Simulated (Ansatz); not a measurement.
# GaGe (quartet): wB97X-V, wB97M-V over a scan of the distance Ge1–Ga2, cc-pVDZ, part 2 of 2

Ansatz 0.2.0, Gaussian basis; cc-pVDZ, all electrons in the functionals.

**15. wB97M-V, 2.472 Å**

in.yaml reads:

```yaml
crystal:
  periodic: [false, false, false]
  atoms:
    - {symbol: Ge, position_ang: [0.000000, 0.000000, 0.000000]}
    - {symbol: Ga, position_ang: [0.000000, 0.000000, 2.472200]}
basis:
  gaussian: {orbitals: cc-pVDZ}
magnetization: {spin_polarized: true, initial_magnetization: 3}
hamiltonian: {xc: {name: wB97M-V}}
output: {orbitals: {seedname: orbitals}}
```

Command:

```sh
> ansatz run in.yaml --threads 1 --pin off --events-out ev --progress --plain --max-ram 2393MiB
```

What it wrote (excerpt; [...] marks lines left out):

```text
Functional definition: wB97M-V
  name "wB97M-V"
  cite "Mardirossian & Head-Gordon, J. Chem. Phys. 144, 214110 (2016) doi:10.1063/1.4952647"
  cite "Becke, J. Chem. Phys. 107, 8554 (1997) doi:10.1063/1.475007"
  cite "Vydrov & Van Voorhis, J. Chem. Phys. 133, 244103 (2010) doi:10.1063/1.3521275"
  # Of w^i u^j: cxij and so on, Table III.
[...]
  gx(w, u) = 1 - cx + cx01*u + cx10*w
  gss(w, u) = css00 + css04*u^4 + css10*w + css20*w^2 + css43*w^4*u^3
  gos(w, u) = cos00 + cos10*w + (cos20 + cos21*u)*w^2 + (cos60 + cos61*u)*w^6
[...]
      + integral(e_c_pw_mod_opposite_spin*gos(b97_w_opposite, b97_u_opposite)) + vv10(b, c)
653 factors; integrals over basis functions are off by at most 6.3e-4 eV
163 factors; integrals over basis functions are off by at most 9.9e-6 eV
[...]
mean field -108887.26656392 eV, -4001.5332397841 hartree, gradient 2.6e-5 eV, S^2 3.755566; 0 other end points of the search recorded, 0 dependent functions left out
reference -108887.26659258 eV, -4001.5332408370 hartree; 33, 30 occupied and 21, 24 virtual orbitals, 653 factors
Total energy: -108887.26659258 eV, -4001.5332408370 hartree
```

Wall time 9 s (1 thread of Arm Neoverse V2, shared host); peak memory 0.26 GiB.

From the report: ⟨S²⟩ of the determinant 3.756 (pure quartet: 3.75).

**16. wB97M-V, 2.781 Å**

in.yaml reads:

```yaml
crystal:
  periodic: [false, false, false]
  atoms:
    - {symbol: Ge, position_ang: [0.000000, 0.000000, 0.000000]}
    - {symbol: Ga, position_ang: [0.000000, 0.000000, 2.781000]}
basis:
  gaussian: {orbitals: cc-pVDZ}
magnetization: {spin_polarized: true, initial_magnetization: 3}
hamiltonian: {xc: {name: wB97M-V}}
output: {forces: true, orbitals: {seedname: orbitals}}
```

Same command.

What it wrote (excerpt; [...] marks lines left out):

```text
Functional definition: wB97M-V
  name "wB97M-V"
  cite "Mardirossian & Head-Gordon, J. Chem. Phys. 144, 214110 (2016) doi:10.1063/1.4952647"
  cite "Becke, J. Chem. Phys. 107, 8554 (1997) doi:10.1063/1.475007"
  cite "Vydrov & Van Voorhis, J. Chem. Phys. 133, 244103 (2010) doi:10.1063/1.3521275"
  # Of w^i u^j: cxij and so on, Table III.
[...]
  gx(w, u) = 1 - cx + cx01*u + cx10*w
  gss(w, u) = css00 + css04*u^4 + css10*w + css20*w^2 + css43*w^4*u^3
  gos(w, u) = cos00 + cos10*w + (cos20 + cos21*u)*w^2 + (cos60 + cos61*u)*w^6
[...]
      + integral(e_c_pw_mod_opposite_spin*gos(b97_w_opposite, b97_u_opposite)) + vv10(b, c)
653 factors; integrals over basis functions are off by at most 8.4e-4 eV
164 factors; integrals over basis functions are off by at most 1.3e-5 eV
[...]
mean field -108887.05321427 eV, -4001.5253993291 hartree, gradient 2.9e-5 eV, S^2 3.755800; 2 other end points of the search recorded, 0 dependent functions left out
[...]
reference -108887.05324361 eV, -4001.5254004070 hartree; 33, 30 occupied and 21, 24 virtual orbitals, 653 factors
Total energy: -108887.05324361 eV, -4001.5254004070 hartree
Atom 0 at     0.000000     0.000000     0.000000 Å, force    -0.000000    -0.000000     1.170113 eV/Å
Atom 1 at     0.000000     0.000000     2.781000 Å, force    -0.000000    -0.000000    -1.170113 eV/Å
Dipole moment:    -0.000000     0.000000     0.504212 e Å
```

Run time: 12 s. Hardware: 1 thread of Arm Neoverse V2, shared host; peak memory 0.26 GiB.

From the report: ⟨S²⟩ of the determinant 3.756 (pure quartet: 3.75).

From 2.472 Å: +4.9 kcal/mol.

**17. wB97M-V, 3.008 Å**

Changes to in.yaml since step 16:

```diff
@@ -4,3 +4,3 @@
     - {symbol: Ge, position_ang: [0.000000, 0.000000, 0.000000]}
-    - {symbol: Ga, position_ang: [0.000000, 0.000000, 2.781000]}
+    - {symbol: Ga, position_ang: [0.000000, 0.000000, 3.008000]}
 basis:
```

Same command.

What it wrote (excerpt; [...] marks lines left out):

```text
Functional definition: wB97M-V
  name "wB97M-V"
  cite "Mardirossian & Head-Gordon, J. Chem. Phys. 144, 214110 (2016) doi:10.1063/1.4952647"
  cite "Becke, J. Chem. Phys. 107, 8554 (1997) doi:10.1063/1.475007"
  cite "Vydrov & Van Voorhis, J. Chem. Phys. 133, 244103 (2010) doi:10.1063/1.3521275"
  # Of w^i u^j: cxij and so on, Table III.
[...]
  gx(w, u) = 1 - cx + cx01*u + cx10*w
  gss(w, u) = css00 + css04*u^4 + css10*w + css20*w^2 + css43*w^4*u^3
  gos(w, u) = cos00 + cos10*w + (cos20 + cos21*u)*w^2 + (cos60 + cos61*u)*w^6
[...]
      + integral(e_c_pw_mod_opposite_spin*gos(b97_w_opposite, b97_u_opposite)) + vv10(b, c)
653 factors; integrals over basis functions are off by at most 9.6e-4 eV
164 factors; integrals over basis functions are off by at most 1.5e-5 eV
[...]
mean field -108886.75354401 eV, -4001.5143866498 hartree, gradient 3.0e-5 eV, S^2 3.755713; 2 other end points of the search recorded, 0 dependent functions left out
[...]
reference -108886.75357389 eV, -4001.5143877481 hartree; 33, 30 occupied and 21, 24 virtual orbitals, 653 factors
Total energy: -108886.75357389 eV, -4001.5143877481 hartree
Atom 0 at     0.000000     0.000000     0.000000 Å, force    -0.000000     0.000000     1.414447 eV/Å
Atom 1 at     0.000000     0.000000     3.008000 Å, force    -0.000000    -0.000000    -1.414447 eV/Å
Dipole moment:    -0.000000    -0.000000     0.668303 e Å
```

It took 13 s on 1 thread of Arm Neoverse V2, shared host; peak memory 0.26 GiB.

From the report: ⟨S²⟩ of the determinant 3.756 (pure quartet: 3.75).

From 2.472 Å: +11.8 kcal/mol.

**18. wB97M-V, 3.343 Å**

Changes to in.yaml since step 17:

```diff
@@ -4,3 +4,3 @@
     - {symbol: Ge, position_ang: [0.000000, 0.000000, 0.000000]}
-    - {symbol: Ga, position_ang: [0.000000, 0.000000, 3.008000]}
+    - {symbol: Ga, position_ang: [0.000000, 0.000000, 3.343000]}
 basis:
```

The command is unchanged.

What it wrote (excerpt; [...] marks lines left out):

```text
Functional definition: wB97M-V
  name "wB97M-V"
  cite "Mardirossian & Head-Gordon, J. Chem. Phys. 144, 214110 (2016) doi:10.1063/1.4952647"
  cite "Becke, J. Chem. Phys. 107, 8554 (1997) doi:10.1063/1.475007"
  cite "Vydrov & Van Voorhis, J. Chem. Phys. 133, 244103 (2010) doi:10.1063/1.3521275"
  # Of w^i u^j: cxij and so on, Table III.
[...]
  gx(w, u) = 1 - cx + cx01*u + cx10*w
  gss(w, u) = css00 + css04*u^4 + css10*w + css20*w^2 + css43*w^4*u^3
  gos(w, u) = cos00 + cos10*w + (cos20 + cos21*u)*w^2 + (cos60 + cos61*u)*w^6
[...]
      + integral(e_c_pw_mod_opposite_spin*gos(b97_w_opposite, b97_u_opposite)) + vv10(b, c)
650 factors; integrals over basis functions are off by at most 7.7e-4 eV
164 factors; integrals over basis functions are off by at most 1.6e-5 eV
[...]
mean field -108886.28170585 eV, -4001.4970469175 hartree, gradient 3.6e-5 eV, S^2 3.755682; 3 other end points of the search recorded, 0 dependent functions left out
[...]
reference -108886.28173665 eV, -4001.4970480493 hartree; 33, 30 occupied and 21, 24 virtual orbitals, 650 factors
Total energy: -108886.28173665 eV, -4001.4970480493 hartree
Atom 0 at     0.000000     0.000000     0.000000 Å, force     0.000000     0.000000     1.338364 eV/Å
Atom 1 at     0.000000     0.000000     3.343000 Å, force    -0.000000     0.000000    -1.338364 eV/Å
Dipole moment:    -0.000000    -0.000000     0.868767 e Å
```

Wall time 14 s (1 thread of Arm Neoverse V2, shared host); peak memory 0.26 GiB.

From the report: ⟨S²⟩ of the determinant 3.756 (pure quartet: 3.75).

From 2.472 Å: +22.7 kcal/mol.

**19. wB97M-V, 3.887 Å**

Changes to in.yaml since step 18:

```diff
@@ -4,3 +4,3 @@
     - {symbol: Ge, position_ang: [0.000000, 0.000000, 0.000000]}
-    - {symbol: Ga, position_ang: [0.000000, 0.000000, 3.343000]}
+    - {symbol: Ga, position_ang: [0.000000, 0.000000, 3.887000]}
 basis:
```

The command is unchanged.

What it wrote (excerpt; [...] marks lines left out):

```text
Functional definition: wB97M-V
  name "wB97M-V"
  cite "Mardirossian & Head-Gordon, J. Chem. Phys. 144, 214110 (2016) doi:10.1063/1.4952647"
  cite "Becke, J. Chem. Phys. 107, 8554 (1997) doi:10.1063/1.475007"
  cite "Vydrov & Van Voorhis, J. Chem. Phys. 133, 244103 (2010) doi:10.1063/1.3521275"
  # Of w^i u^j: cxij and so on, Table III.
[...]
  gx(w, u) = 1 - cx + cx01*u + cx10*w
  gss(w, u) = css00 + css04*u^4 + css10*w + css20*w^2 + css43*w^4*u^3
  gos(w, u) = cos00 + cos10*w + (cos20 + cos21*u)*w^2 + (cos60 + cos61*u)*w^6
[...]
      + integral(e_c_pw_mod_opposite_spin*gos(b97_w_opposite, b97_u_opposite)) + vv10(b, c)
650 factors; integrals over basis functions are off by at most 5.6e-4 eV
163 factors; integrals over basis functions are off by at most 1.7e-5 eV
[...]
mean field -108885.70268022 eV, -4001.4757681181 hartree, gradient 1.1e-5 eV, S^2 3.755253; 4 other end points of the search recorded, 0 dependent functions left out
[...]
reference -108885.70271274 eV, -4001.4757693132 hartree; 33, 30 occupied and 21, 24 virtual orbitals, 650 factors
Total energy: -108885.70271274 eV, -4001.4757693132 hartree
Atom 0 at     0.000000     0.000000     0.000000 Å, force     0.000000    -0.000000     0.775776 eV/Å
Atom 1 at     0.000000     0.000000     3.887000 Å, force     0.000000     0.000000    -0.775776 eV/Å
Dipole moment:    -0.000000    -0.000000     0.858990 e Å
```

It took 14 s on 1 thread of Arm Neoverse V2, shared host; peak memory 0.26 GiB.

From the report: ⟨S²⟩ of the determinant 3.755 (pure quartet: 3.75).

From 2.472 Å: +36.1 kcal/mol.

**20. wB97M-V, 4.523 Å**

Changes to in.yaml since step 19:

```diff
@@ -4,3 +4,3 @@
     - {symbol: Ge, position_ang: [0.000000, 0.000000, 0.000000]}
-    - {symbol: Ga, position_ang: [0.000000, 0.000000, 3.887000]}
+    - {symbol: Ga, position_ang: [0.000000, 0.000000, 4.523000]}
 basis:
```

Same command.

What it wrote (excerpt; [...] marks lines left out):

```text
Functional definition: wB97M-V
  name "wB97M-V"
  cite "Mardirossian & Head-Gordon, J. Chem. Phys. 144, 214110 (2016) doi:10.1063/1.4952647"
  cite "Becke, J. Chem. Phys. 107, 8554 (1997) doi:10.1063/1.475007"
  cite "Vydrov & Van Voorhis, J. Chem. Phys. 133, 244103 (2010) doi:10.1063/1.3521275"
  # Of w^i u^j: cxij and so on, Table III.
[...]
  gx(w, u) = 1 - cx + cx01*u + cx10*w
  gss(w, u) = css00 + css04*u^4 + css10*w + css20*w^2 + css43*w^4*u^3
  gos(w, u) = cos00 + cos10*w + (cos20 + cos21*u)*w^2 + (cos60 + cos61*u)*w^6
[...]
      + integral(e_c_pw_mod_opposite_spin*gos(b97_w_opposite, b97_u_opposite)) + vv10(b, c)
650 factors; integrals over basis functions are off by at most 1.8e-4 eV
164 factors; integrals over basis functions are off by at most 1.7e-5 eV
[...]
mean field -108885.36522745 eV, -4001.4633669573 hartree, gradient 3.0e-6 eV, S^2 3.754549; 2 other end points of the search recorded, 0 dependent functions left out
[...]
reference -108885.36526149 eV, -4001.4633682085 hartree; 33, 30 occupied and 21, 24 virtual orbitals, 650 factors
Total energy: -108885.36526149 eV, -4001.4633682085 hartree
Atom 0 at     0.000000     0.000000     0.000000 Å, force     0.000000    -0.000000     0.334505 eV/Å
Atom 1 at     0.000000     0.000000     4.523000 Å, force    -0.000000     0.000000    -0.334505 eV/Å
Dipole moment:    -0.000000    -0.000000     0.521143 e Å
```

Wall time 17 s (1 thread of Arm Neoverse V2, shared host); peak memory 0.28 GiB.

From the report: ⟨S²⟩ of the determinant 3.755 (pure quartet: 3.75).

From 2.472 Å: +43.8 kcal/mol.

**21. wB97M-V, 5.419 Å**

Changes to in.yaml since step 20:

```diff
@@ -4,3 +4,3 @@
     - {symbol: Ge, position_ang: [0.000000, 0.000000, 0.000000]}
-    - {symbol: Ga, position_ang: [0.000000, 0.000000, 4.523000]}
+    - {symbol: Ga, position_ang: [0.000000, 0.000000, 5.419000]}
 basis:
```

Same command.

What it wrote (excerpt; [...] marks lines left out):

```text
Functional definition: wB97M-V
  name "wB97M-V"
  cite "Mardirossian & Head-Gordon, J. Chem. Phys. 144, 214110 (2016) doi:10.1063/1.4952647"
  cite "Becke, J. Chem. Phys. 107, 8554 (1997) doi:10.1063/1.475007"
  cite "Vydrov & Van Voorhis, J. Chem. Phys. 133, 244103 (2010) doi:10.1063/1.3521275"
  # Of w^i u^j: cxij and so on, Table III.
[...]
  gx(w, u) = 1 - cx + cx01*u + cx10*w
  gss(w, u) = css00 + css04*u^4 + css10*w + css20*w^2 + css43*w^4*u^3
  gos(w, u) = cos00 + cos10*w + (cos20 + cos21*u)*w^2 + (cos60 + cos61*u)*w^6
[...]
      + integral(e_c_pw_mod_opposite_spin*gos(b97_w_opposite, b97_u_opposite)) + vv10(b, c)
650 factors; integrals over basis functions are off by at most 1.9e-4 eV
164 factors; integrals over basis functions are off by at most 1.8e-5 eV
[...]
mean field -108885.20531687 eV, -4001.4574903519 hartree, gradient 3.3e-8 eV, S^2 3.754469; 2 other end points of the search recorded, 0 dependent functions left out
[...]
reference -108885.20535283 eV, -4001.4574916736 hartree; 33, 30 occupied and 21, 24 virtual orbitals, 650 factors
Total energy: -108885.20535283 eV, -4001.4574916736 hartree
Atom 0 at     0.000000     0.000000     0.000000 Å, force    -0.000000     0.000000     0.077535 eV/Å
Atom 1 at     0.000000     0.000000     5.419000 Å, force    -0.000000     0.000000    -0.077535 eV/Å
Dipole moment:     0.000000     0.000000     0.149805 e Å
```

It took 42 s on 1 thread of Arm Neoverse V2, shared host; peak memory 0.28 GiB.

From the report: ⟨S²⟩ of the determinant 3.754 (pure quartet: 3.75).

From 2.472 Å: +47.5 kcal/mol.

**22. wB97M-V, 6.694 Å**

Changes to in.yaml since step 21:

```diff
@@ -4,3 +4,3 @@
     - {symbol: Ge, position_ang: [0.000000, 0.000000, 0.000000]}
-    - {symbol: Ga, position_ang: [0.000000, 0.000000, 5.419000]}
+    - {symbol: Ga, position_ang: [0.000000, 0.000000, 6.694000]}
 basis:
```

The command is unchanged.

What it wrote (excerpt; [...] marks lines left out):

```text
Functional definition: wB97M-V
  name "wB97M-V"
  cite "Mardirossian & Head-Gordon, J. Chem. Phys. 144, 214110 (2016) doi:10.1063/1.4952647"
  cite "Becke, J. Chem. Phys. 107, 8554 (1997) doi:10.1063/1.475007"
  cite "Vydrov & Van Voorhis, J. Chem. Phys. 133, 244103 (2010) doi:10.1063/1.3521275"
  # Of w^i u^j: cxij and so on, Table III.
[...]
  gx(w, u) = 1 - cx + cx01*u + cx10*w
  gss(w, u) = css00 + css04*u^4 + css10*w + css20*w^2 + css43*w^4*u^3
  gos(w, u) = cos00 + cos10*w + (cos20 + cos21*u)*w^2 + (cos60 + cos61*u)*w^6
[...]
      + integral(e_c_pw_mod_opposite_spin*gos(b97_w_opposite, b97_u_opposite)) + vv10(b, c)
650 factors; integrals over basis functions are off by at most 1.6e-4 eV
164 factors; integrals over basis functions are off by at most 1.8e-5 eV
[...]
mean field -108885.15923786 eV, -4001.4557969798 hartree, gradient 1.4e-10 eV, S^2 3.754511; 2 other end points of the search recorded, 0 dependent functions left out
[...]
reference -108885.15927630 eV, -4001.4557983921 hartree; 33, 30 occupied and 21, 24 virtual orbitals, 650 factors
Total energy: -108885.15927630 eV, -4001.4557983921 hartree
Atom 0 at     0.000000     0.000000     0.000000 Å, force    -0.000000     0.000000     0.015257 eV/Å
Atom 1 at     0.000000     0.000000     6.694000 Å, force    -0.000000    -0.000000    -0.015257 eV/Å
Dipole moment:    -0.000000    -0.000000     0.025300 e Å
```

It took 58 s on 1 thread of Arm Neoverse V2, shared host; peak memory 0.28 GiB.

From the report: ⟨S²⟩ of the determinant 3.755 (pure quartet: 3.75).

From 2.472 Å: +48.6 kcal/mol.

**23. wB97M-V, 8.458 Å**

in.yaml reads:

```yaml
crystal:
  periodic: [false, false, false]
  atoms:
    - {symbol: Ge, position_ang: [0.000000, 0.000000, 0.000000]}
    - {symbol: Ga, position_ang: [0.000000, 0.000000, 8.458000]}
basis:
  gaussian: {orbitals: cc-pVDZ}
magnetization: {spin_polarized: true, initial_magnetization: 3}
hamiltonian: {xc: {name: wB97M-V}}
output: {orbitals: {seedname: orbitals}}
```

The command is unchanged.

What it wrote (excerpt; [...] marks lines left out):

```text
Functional definition: wB97M-V
  name "wB97M-V"
  cite "Mardirossian & Head-Gordon, J. Chem. Phys. 144, 214110 (2016) doi:10.1063/1.4952647"
  cite "Becke, J. Chem. Phys. 107, 8554 (1997) doi:10.1063/1.475007"
  cite "Vydrov & Van Voorhis, J. Chem. Phys. 133, 244103 (2010) doi:10.1063/1.3521275"
  # Of w^i u^j: cxij and so on, Table III.
[...]
  gx(w, u) = 1 - cx + cx01*u + cx10*w
  gss(w, u) = css00 + css04*u^4 + css10*w + css20*w^2 + css43*w^4*u^3
  gos(w, u) = cos00 + cos10*w + (cos20 + cos21*u)*w^2 + (cos60 + cos61*u)*w^6
[...]
      + integral(e_c_pw_mod_opposite_spin*gos(b97_w_opposite, b97_u_opposite)) + vv10(b, c)
650 factors; integrals over basis functions are off by at most 5.3e-5 eV
164 factors; integrals over basis functions are off by at most 1.9e-5 eV
[...]
mean field -108885.14775950 eV, -4001.4553751578 hartree, gradient 4.2e-6 eV, S^2 3.754521; 2 other end points of the search recorded, 0 dependent functions left out
reference -108885.14780239 eV, -4001.4553767337 hartree; 33, 30 occupied and 21, 24 virtual orbitals, 650 factors
Total energy: -108885.14780239 eV, -4001.4553767337 hartree
```

Run time: 26 s. Hardware: 1 thread of Arm Neoverse V2, shared host; peak memory 0.27 GiB.

From the report: ⟨S²⟩ of the determinant 3.755 (pure quartet: 3.75).

From 2.472 Å: +48.9 kcal/mol.

**24. Against the wave-function levels**

The yardstick is full CI for this spin, exact in this basis with these frozen cores. It comes from earlier runs at the same points. Energies in kcal/mol, counted from 2.472 Å; blanks weren't run or aren't comparable.

| level | 1.973 Å | 2.259 Å | 2.472 Å | 2.781 Å | 3.008 Å | 3.343 Å | 3.887 Å | 4.523 Å | 5.419 Å | 6.694 Å | 8.458 Å |
| --- | --- | --- | --- | --- | --- | --- | --- | --- | --- | --- | --- |
| FCI | 47.8 | 7.3 | 0.0 | 3.0 | 9.0 | 18.9 | 32.1 | 41.1 | 45.6 | 46.9 | 47.2 |
| wB97X-V | 38.5 | 4.3 | 0.0 | 5.5 | 12.8 | 23.8 | 36.5 | 43.7 | 47.1 | 48.2 | 48.4 |
| wB97M-V | 39.5 | 4.8 | 0.0 | 4.9 | 11.8 | 22.7 | 36.1 | 43.8 | 47.5 | 48.6 | 48.9 |

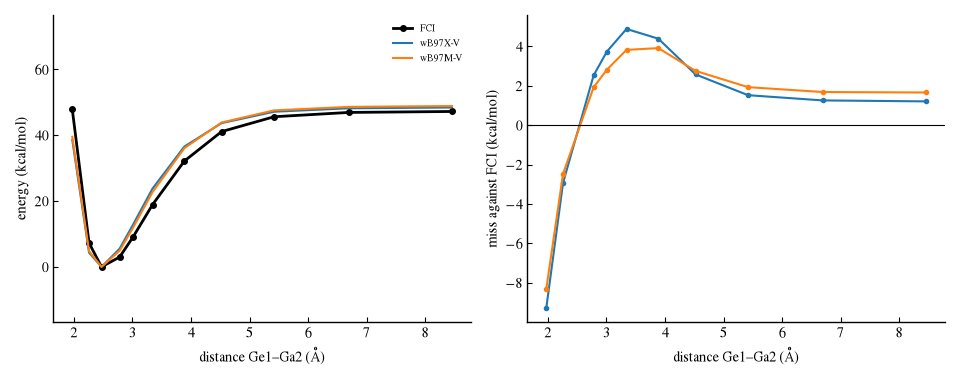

Left: the curves (the axis may cut off levels that run far away). Right: misses against FCI, in the same colours.

Largest miss and mean time a point (FCI took 2.7 min a point; shared hosts):

| level | largest miss (kcal/mol) | where | time a point |
| --- | --- | --- | --- |
| wB97X-V | -9.3 | 1.973 Å | 11 s |
| wB97M-V | -8.3 | 1.973 Å | 20 s |

**25. Summary of results**

The summary covers parts 1 to 2.

| quantity | value |
| --- | --- |
| span of the FCI curve | 47.8 kcal/mol |
| largest miss, wB97X-V | -9.3 kcal/mol (1.973 Å) |
| largest miss, wB97M-V | -8.3 kcal/mol (1.973 Å) |

**Reading.** Of the functionals, wB97M-V keep the smallest largest miss at the points compared (at most 8.3 kcal/mol) and wB97X-V strays most (9.3 kcal/mol, at 1.973 Å). Functionals and the yardstick converge differently with the basis, so part of each miss in cc-pVDZ is the basis.
